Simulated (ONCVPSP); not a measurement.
Pseudopotential generation, with input and output: W

System: tungsten (W, Z = 74), core [Kr] 4d10 4f14 5s2, reference valence 5p6 5d4 6s2, valence charge 12.
Method: ONCV potential, PW91, scalar-relativistic, made with ONCVPSP 4.0.1.

Input:
```
# ATOM AND REFERENCE CONFIGURATION
# atsym  z   nc   nv     iexc    psfile
  W 74.00   11    3  -109134      upf
#
#   n    l    f
    1    0    2.00
    2    0    2.00
    2    1    6.00
    3    0    2.00
    3    1    6.00
    3    2   10.00
    4    0    2.00
    4    1    6.00
    4    2   10.00
    4    3   14.00
    5    0    2.00
    5    1    6.00
    5    2    4.00
    6    0    2.00
#
# PSEUDOPOTENTIAL AND OPTIMIZATION
# lmax
    2
#
#   l,   rc,      ep,       ncon, nbas, qcut
    0    2.70    0.00    4    7    1.90
    1    1.35    0.00    4    8    4.90
    2    2.40    0.00    4    8    7.20
#
# LOCAL POTENTIAL
# lloc, lpopt,  rc(5),   dvloc0
    4    5    0.95    0.00
#
# VANDERBILT-KLEINMAN-BYLANDER PROJECTORs
# l, nproj, debl
    0    1    1.30
    1    2    2.80
    2    2    2.50
#
# MODEL CORE CHARGE
# icmod, fcfact, rcfact
    2    0.20    0.95
#
# LOG DERIVATIVE ANALYSIS
# epsh1, epsh2, depsh
   -3.00    5.00    0.02
#
# OUTPUT GRID
# rlmax, drl
    6.00    0.01
#
# TEST CONFIGURATIONS
# ncnf
    4
# nvcnf
#   n    l    f
    3
    5    1    6.00
    5    2    4.00
    6    0    1.00
#
    3
    5    1    6.00
    5    2    4.00
    6    0    0.00
#
    3
    5    1    6.00
    5    2    3.00
    6    0    0.00
#
    4
    5    1    6.00
    5    2    4.00
    6    0    0.00
    6    1    2.00
#
```

Hardware: 1 CPU thread, shared host.

Launched with:
```bash
oncvpsp.x < W.dat > W.out
```

The program's output (extracts):
```
ONCVPSP  (Optimized Norm-Conservinng Vanderbilt PSeudopotential)
scalar-relativistic version 4.0.1

#   n    l    f        energy (Ha)
    1    0    2.00    -2.5542332E+03
    2    0    2.00    -4.4085488E+02
    2    1    6.00    -3.8552531E+02
    3    0    2.00    -1.0153065E+02
    3    1    6.00    -8.5148702E+01
    3    2   10.00    -6.6313899E+01
    4    0    2.00    -2.0943986E+01
    4    1    6.00    -1.5571123E+01
    4    2   10.00    -8.7639346E+00
    4    3   14.00    -1.2227477E+00
    5    0    2.00    -2.9084680E+00
    5    1    6.00    -1.5896635E+00
    5    2    4.00    -1.6667644E-01
    6    0    2.00    -2.1195873E-01

Reference configufation results
  iterations    35
  all-electron total energy (Ha)   -1.61441445D+04

Begin loop to  construct optimized pseudo wave functions
and semi-local pseudopoentials for all angular momenta

Calculating optimized projector #   1

 for l=   0

    Fraction of norm inside rc  0.383400
    Optimizing pswf for qcut=   1.90 a_B^-1,  ecut=   1.80 Ha
    Residual kinetic energy error=  1.20D-02 Ha

    Energy error per electron        Cutoff
         Ha          eV             Ha
         0.01000     0.27211        1.91
         0.00100     0.02721       11.08
         0.00010     0.00272       15.57
         0.00001     0.00027       18.09

   Wellstate for l =  1  n =  7
     eigenvalue =   1.2103
     asymptotic potential =   1.7103
     half-point radius =  4.2229

Calculating optimized projector #   1

 for l=   1

    Fraction of norm inside rc  0.642656
    Optimizing pswf for qcut=   4.91 a_B^-1,  ecut=  12.06 Ha
    Residual kinetic energy error=  1.23D-02 Ha

    Energy error per electron        Cutoff
         Ha          eV             Ha
         0.01000     0.27211       15.08
         0.00100     0.02721       97.25
         0.00010     0.00272      115.84
         0.00001     0.00027      156.23

Calculating optimized projector #   2

 for l=   1

    Fraction of norm inside rc  0.050710
    Optimizing pswf for qcut=   4.91 a_B^-1,  ecut=  12.06 Ha
    Residual kinetic energy error=  3.50D-03 Ha

    Energy error per electron        Cutoff
         Ha          eV             Ha
         0.01000     0.27211        7.93
         0.00100     0.02721       20.64
         0.00010     0.00272       65.07
         0.00001     0.00027      130.13

   Wellstate for l =  2  n =  7
     eigenvalue =   2.3333
     asymptotic potential =   2.8333
     half-point radius =  3.7958

Calculating optimized projector #   1

 for l=   2

    Fraction of norm inside rc  0.711385
    Optimizing pswf for qcut=   7.20 a_B^-1,  ecut=  25.94 Ha
    Residual kinetic energy error=  6.69D-09 Ha

    Energy error per electron        Cutoff
         Ha          eV             Ha
         0.01000     0.27211       10.65
         0.00100     0.02721       14.31
         0.00010     0.00272       17.42
         0.00001     0.00027       19.98

Calculating optimized projector #   2

 for l=   2

    Fraction of norm inside rc  0.261701
    Optimizing pswf for qcut=   7.20 a_B^-1,  ecut=  25.94 Ha
    Residual kinetic energy error=  2.33D-07 Ha

    Energy error per electron        Cutoff
         Ha          eV             Ha
         0.01000     0.27211       12.64
         0.00100     0.02721       15.71
         0.00010     0.00272       18.31
         0.00001     0.00027       20.81

Construct Vanderbilt / Kleinmman-Bylander projectors

B matrix Hermiticity error, ll=   1
   1   2   -3.6855E-04

  Orthonormal projector coefficients  1.6245E+01  4.1469E+00

B matrix Hermiticity error, ll=   2
   1   2   -2.1271E-04

  Orthonormal projector coefficients  9.1067E+00  9.3219E-01

Model core correction analysis
  based on d2Exc/dn_idn_j

d2excae - all-electron derivatives

   -2.456002D-02   -1.409615D-02   -2.658162D-03
   -1.409614D-02   -1.755431D-02   -1.284032D-02
   -2.657964D-03   -1.283814D-02   -2.367147D-02

d2excps - pseudofunction derivatives with no core correction

   -3.798124D-02   -1.825359D-02   -3.527561D-03
   -1.825401D-02   -1.958836D-02   -1.367796D-02
   -3.527436D-03   -1.367576D-02   -2.377251D-02

rms 2nd derivative error    4.963915E-03

amplitude prefactor, scale prefactor
    1.9726    1.5434

d2excps - pseudofunction derivatives with core correction

   -2.814952D-02   -1.509686D-02   -3.217819D-03
   -1.509692D-02   -1.797692D-02   -1.346279D-02
   -3.217661D-03   -1.346060D-02   -2.370122D-02

rms 2nd derivative error    1.352709E-03

Pseudoatom total energy  -46.199426

Diagnostic tests using Vanderbilt-Kleinman-Bylander pseudopotentials
  1 or more projectors used as specified by nproj input data

   l    rcore       rmatch      e in        delta e   norm test  slope test

   0   2.7138304   2.7962281  -0.2119587  -0.0000005   0.9999999   1.0000141

   1   1.3558665   1.3970336  -1.5896635  -0.0000198   1.0001541   1.0001831
   1   1.3558665   1.3970336   1.2103365   0.0000033   1.0005383   1.0005383

   2   2.4078148   2.4809213  -0.1666764   0.0000000   1.0000436   1.0000502
   2   2.4078148   2.4809213   2.3333236   0.0000323   1.0001553   1.0001553

 Testing for bound ghosts
   n   l    E NL Schr. Eq   E Basis Diag.   E Cutoff

       0                      -14.420082     16.98  WARNING - GHOST(-)
       0                       -1.500674     16.98  WARNING - GHOST(-)
   1   0       -0.211959       -0.210443     16.98

   2   1       -1.589683       -1.589287    164.48

   3   2       -0.166676       -0.165885     59.45

 Testing for highly-localized positive-energy ghosts
       l    <radius>/rc     E Basis Diag.   E Cutoff

       1        0.808770        9.177747    164.48  WARNING - GHOST(+)

Test configuration 0

   n   l     f        eae           eps        diff
   1   0  2.0000-2554.23324396
   2   0  2.0000 -440.85488073
   2   1  6.0000 -385.52530905
   3   0  2.0000 -101.53065323
   3   1  6.0000  -85.14870191
   3   2 10.0000  -66.31389854
   4   0  2.0000  -20.94398578
   4   1  6.0000  -15.57112327
   4   2 10.0000   -8.76393455
   4   3 14.0000   -1.22274767
   5   0  2.0000   -2.90846796
   5   1  6.0000   -1.58966346   -1.58968328   -1.98D-05
   5   2  4.0000   -0.16667644   -0.16667642    2.33D-08
   6   0  2.0000   -0.21195873   -0.21195927   -5.48D-07

    Total energies and differences
      AE_ref= -1.61441445D+04  AE_tst= -1.61441445D+04  dif=  0.00D+00
      PS_ref= -4.61994265D+01  PS_tst= -4.61994265D+01  dif= -2.84D-14
      PSP excitation error=  2.84D-14

Test configuration 1

   n   l     f        eae           eps        diff
   1   0  2.0000-2554.51084313
   2   0  2.0000 -441.13051227
   2   1  6.0000 -385.80100192
   3   0  2.0000 -101.80649451
   3   1  6.0000  -85.42454622
   3   2 10.0000  -66.58960834
   4   0  2.0000  -21.21992468
   4   1  6.0000  -15.84702261
   4   2 10.0000   -9.03971116
   4   3 14.0000   -1.49845566
   5   0  2.0000   -3.18436597
   5   1  6.0000   -1.86638758   -1.86442906    1.96D-03
   5   2  4.0000   -0.43357282   -0.43316451    4.08D-04
   6   0  1.0000   -0.45024154   -0.45057515   -3.34D-04

    Total energies and differences
      AE_ref= -1.61441445D+04  AE_tst= -1.61438157D+04  dif=  3.29D-01
      PS_ref= -4.61994265D+01  PS_tst= -4.58703550D+01  dif=  3.29D-01
      PSP excitation error= -2.74D-04

Test configuration 2

   n   l     f        eae           eps        diff
   1   0  2.0000-2554.83040792
   2   0  2.0000 -441.44743678
   2   1  6.0000 -386.11802041
   3   0  2.0000 -102.12333094
   3   1  6.0000  -85.74138887
   3   2 10.0000  -66.90632434
   4   0  2.0000  -21.53683416
   4   1  6.0000  -16.16389148
   4   2 10.0000   -9.35642776
   4   3 14.0000   -1.81493535
   5   0  2.0000   -3.50038165
   5   1  6.0000   -2.18217061   -2.17751553    4.66D-03
   5   2  4.0000   -0.73333731   -0.73225364    1.08D-03

    Total energies and differences
      AE_ref= -1.61441445D+04  AE_tst= -1.61432370D+04  dif=  9.08D-01
      PS_ref= -4.61994265D+01  PS_tst= -4.52909210D+01  dif=  9.09D-01
      PSP excitation error= -9.92D-04

Test configuration 3

   n   l     f        eae           eps        diff
   1   0  2.0000-2555.30955578
   2   0  2.0000 -441.92838872
   2   1  6.0000 -386.59900379
   3   0  2.0000 -102.60136793
   3   1  6.0000  -86.21943961
   3   2 10.0000  -67.38489380
   4   0  2.0000  -22.01436859
   4   1  6.0000  -16.64155261
   4   2 10.0000   -9.83428229
   4   3 14.0000   -2.29173562
   5   0  2.0000   -3.97139579
   5   1  6.0000   -2.64285206   -2.64054794    2.30D-03
   5   2  3.0000   -1.14612981   -1.14557809    5.52D-04

    Total energies and differences
      AE_ref= -1.61441445D+04  AE_tst= -1.61423014D+04  dif=  1.84D+00
      PS_ref= -4.61994265D+01  PS_tst= -4.43561247D+01  dif=  1.84D+00
      PSP excitation error= -1.95D-04

Test configuration 4

   n   l     f        eae           eps        diff
   1   0  2.0000-2554.34676806
   2   0  2.0000 -440.96654032
   2   1  6.0000 -385.63692730
   3   0  2.0000 -101.64281266
   3   1  6.0000  -85.26084964
   3   2 10.0000  -66.42591030
   4   0  2.0000  -21.05641132
   4   1  6.0000  -15.68349655
   4   2 10.0000   -8.87616167
   4   3 14.0000   -1.33489495
   5   0  2.0000   -3.02096328
   5   1  6.0000   -1.70213081   -1.69759880    4.53D-03
   5   2  4.0000   -0.26453528   -0.26388810    6.47D-04
   6   1  2.0000   -0.10196617   -0.10200944   -4.33D-05

    Total energies and differences
      AE_ref= -1.61441445D+04  AE_tst= -1.61438021D+04  dif=  3.42D-01
      PS_ref= -4.61994265D+01  PS_tst= -4.58562555D+01  dif=  3.43D-01
      PSP excitation error= -8.14D-04
```

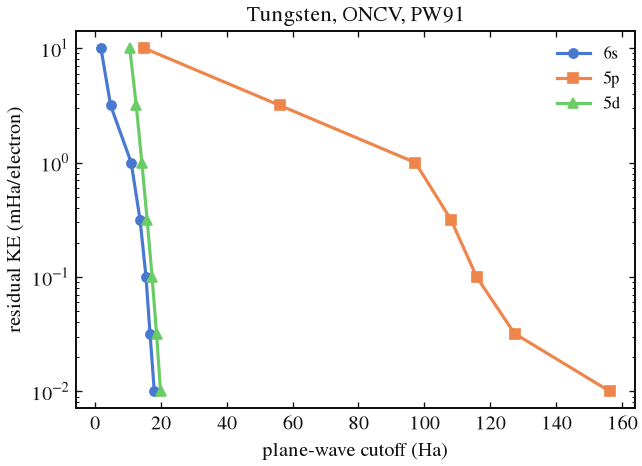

Fig. 1: Residual kinetic energy of the pseudo-waves (the first of each channel, and further valence shells) beyond the plane-wave cutoff, as the generator prints it.

- Cutoffs for 1 mHa per electron: 5p: 97 Ha; 5d: 14 Ha; 6s: 11 Ha.
- Hardest wave at 1 mHa per electron: 5p, with rc = 1.35 bohr and qcut = 4.9 1/bohr. The optimisation minimises, but can't always remove, the kinetic energy above qcut²/2 = 12.0 Ha, and a larger rc would as a rule soften the wave at some cost in transferability.
- Cutoffs for the occupied states: 97 Ha for 1 mHa and 116 Ha for 0.1 mHa per electron. The first is set by 5p. The potential isn't sound: its ghost test gives GHOST(-) flagged for s at -392.4 eV, s at -40.8 eV; GHOST(+) flagged for p at 249.7 eV.

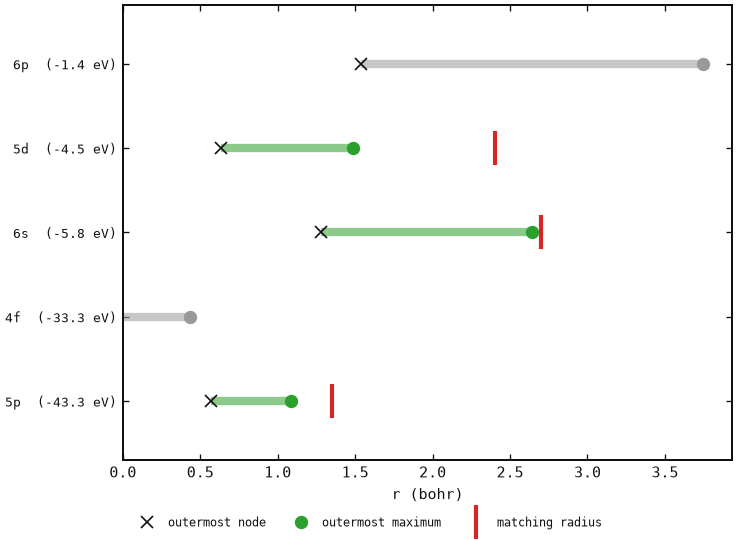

Fig. 2: Outer shells of the all-electron reference atom: each bar runs from the outermost node (or the nucleus) to the outermost maximum of u(r); the tick is the radius chosen for the pseudo-wave. Shells without a tick have no pseudo-wave of their own. Levels, nodes and maxima are from ld1.x, scalar-relativistic.

- Radii against the shells: 5p: 1.35 bohr, outside the maximum; 6s: 2.70 bohr, outside the maximum; 5d: 2.40 bohr, outside the maximum.

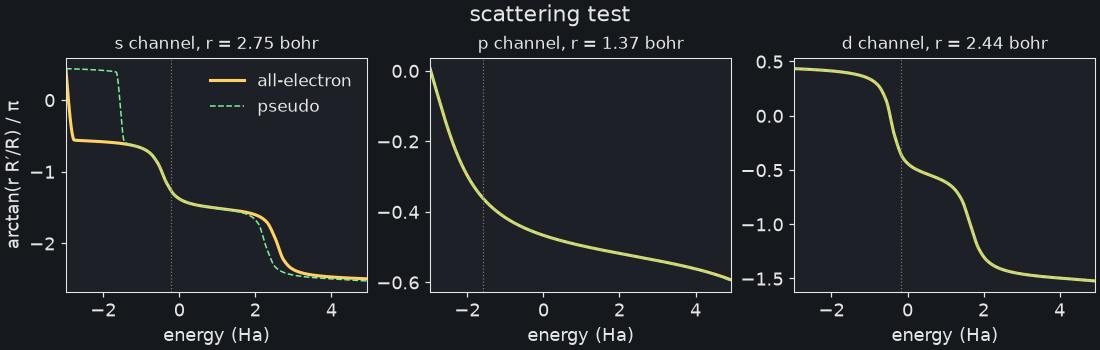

Fig. 3: Unwrapped phase arctan(r R′/R) in units of π against energy, all-electron (solid) and pseudo (dashed); the pseudo phase is matched to the all-electron one at the reference energy. Here R(r) is the radial function. A near-vertical step is a level narrower than the spacing of the points behind the curves. The dotted line marks the reference energy of the channel. Not drawn: f: not judged.

- Ghost states: Going away from the reference energies, the phases part by more than π/2 in: s at about -1.6 Ha (below its reference energy, pseudo phase higher, at the flagged ghost). Such a step is either a state that only one of the two atoms has or an ordinary level shifted in energy. The separate test gives: GHOST(-) flagged for s at -392.4 eV, s at -40.8 eV; GHOST(+) flagged for p at 249.7 eV.
- Range over which the phases agree within 0.05 rad: s: between about -1.4 and 1.7 Ha; p: over the whole range drawn; d: over the whole range drawn.

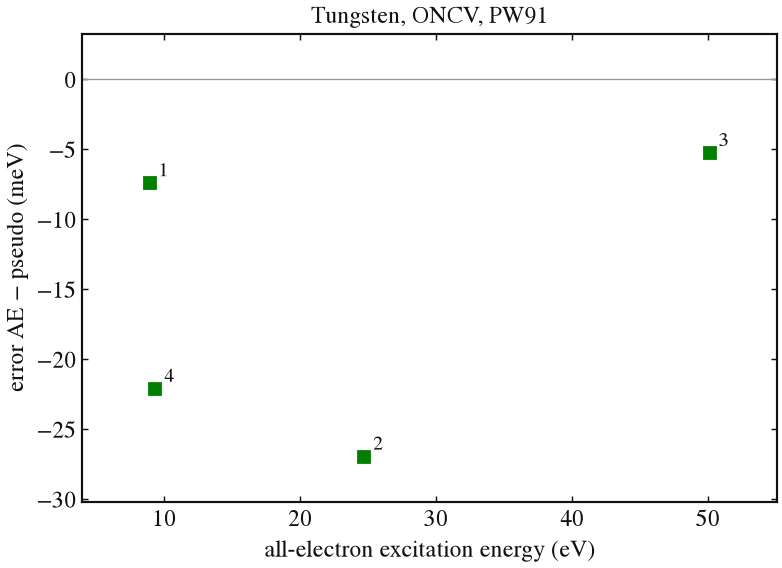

Fig. 4: Errors, all-electron minus pseudo, of the energies of valence configurations relative to the unpolarised reference 5p6 5d4 6s2. Points: 1 = 5p6 5d4 6s1; 2 = 5p6 5d4 6s0; 3 = 5p6 5d3 6s0; 4 = 5p6 5d4 6s0 6p2.

- Worst configuration: 5p6 5d4 6s0 (charge +2): the error is -27 meV on an all-electron energy of +24.69 eV relative to the reference, or 0.11 %.
- Errors in meV: 5p6 5d4 6s1: -7.5; 5p6 5d4 6s0: -27; 5p6 5d3 6s0: -5.3; 5p6 5d4 6s0 6p2: -22.
- Configurations within 10 meV and within 50 meV: 2 and 4 of 4.

Results in brief:

- outcome: generated, with a ghost state
- cutoffs needed: 97 Ha and 116 Ha (the cutoffs at which the residual kinetic energy of the hardest occupied pseudo-wave falls to 1 and 0.1 mHa per electron)
- ghost test: GHOST(-) flagged for s at -392.4 eV, s at -40.8 eV; GHOST(+) flagged for p at 249.7 eV
- largest excitation error: -27 meV (all-electron minus pseudo) for 5p6 5d4 6s0, out of 4 test configurations
- rms error of d²Exc/dni dnj: 4.96 mHa without and 1.35 mHa with the model core
- range over which the phases arctan(r R′/R) at the test radius agree within 0.05 rad (a looser test near the poles than one of phase shifts): s: between about -1.4 and 1.7 Ha; p: over the whole range computed; d: over the whole range computed; f: not judged, local potential alone
- wall time: 8 s

Notes:

The potential has a bound ghost state, so it can't be used as it stands.
